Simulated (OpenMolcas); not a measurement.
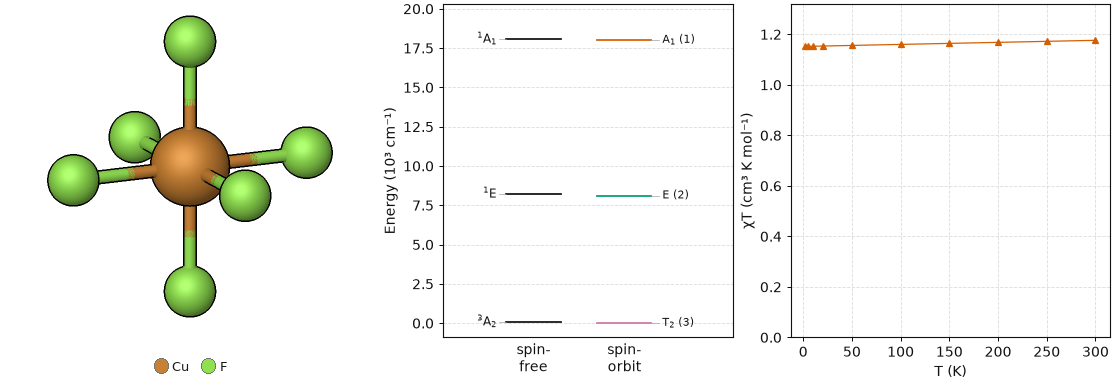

Cu³⁺ (3d⁸) as a dopant in Cs₂GeF₆, a cluster with its 6 nearest F⁻ at 1.804 Å (octahedron) embedded in model potentials and point charges; the geometry was set, not optimised, and its levels and susceptibility. Labels give the representation in O, Td, D4 or D3 as the site allows (double group for half-integer spin) where it could be assigned and, in brackets, the degeneracy; spin-free states, where drawn, share the zero of the spin-orbit levels. Computed with OpenMolcas: state-averaged SS-CASPT2, IPEA shift 0.25, imaginary shift 0.1 hartree, closed shells 3s 3p correlated, active space 8 electrons in the shell 3d, basis ANO-RCC-VTZP on the metal and ANO-RCC-VDZP on the ligands, DKH2 scalar Hamiltonian, spin-orbit coupling by RASSI with atomic mean-field integrals. Powder susceptibility by Van Vleck's formula.

Question: What does the figure show?

Answer: The ground level is T₂, 3-fold degenerate, 100 % from states of spin multiplicity 3. The next level lies at 8,110 cm⁻¹ (E). The lowest spin-free state is ³A₂. χT is 1.15 cm³ K mol⁻¹ at 2 K and 1.18 at 300 K, an effective moment of 3.07 μB.

Note: single d shell for a late 3d ion, CASPT2 field may be too large; the geometry is set by hand, with no relaxation and no charge compensation.
